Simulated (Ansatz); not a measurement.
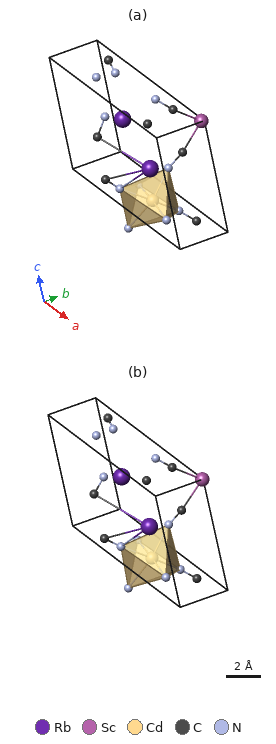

The structure of a crystal of Rb$_{2}$ScCdC$_{6}$N$_{6}$ (a generated structure, set up in P1) (coarse preliminary run) before (top) and after (bottom) a relaxation, at one scale.

A polyhedral model of the cell of the calculation, reduced to other axes, seen slightly off an axis. Lengths and directions refer to the drawn axes.

Level of theory: Ansatz 0.2.0, DFT PBE, scalar-relativistic, plane waves, PAW. Settings: plane-wave cutoff 420 eV; k-point mesh 4 × 4 × 4; occupations gaussian; smearing width 0.2 eV; collinear spin; cell and atoms relaxed; force threshold 0.025 eV/Å; at most 60 steps.

Describe what moved and what it gained.

Answer. The run was cut off at its time limit before the relaxation converged, so the last structure is only a point on the way. The largest move relative to the cell is that of a C atom, 0.19 Å roughly along [−2 −3 −1]. By element the largest moves are C 0.19 Å, N 0.16 Å, Sc 0.14 Å, Rb 0.04 Å, Cd 0.03 Å. The volume changes by −1.4 %, with a 8.145 → 8.180 Å (+0.4 %), b 8.147 → 8.123 Å (−0.3 %), c 8.209 → 8.186 Å (−0.3 %), α 119.2° → 119.3°, β 118.5° → 119.2°. Near-neighbour distances that change, for instance: C–Sc 2.584 → 2.399 Å, C–Sc 1.887 → 2.071 Å, C–N 1.368 → 1.209 Å, C–N 1.360 → 1.224 Å. Bond angles that change, for instance: Sc–C–N 159.5° → 174.3°, C–Sc–C 73.9° → 85.0°, Cd–N–C 160.8° → 171.5°. The space group stays P1 (No. 1). The energy falls by 346 meV per atom in 1 geometry step. The largest force component goes from 12 to 4.3 eV/Å. The pressure goes from −4.91 to −1.79 GPa. The run took 6.9 min on 1 thread of Intel(R) Xeon(R) 6975P-C (Granite Rapids), on a shared host, peak memory 1.6 GiB.
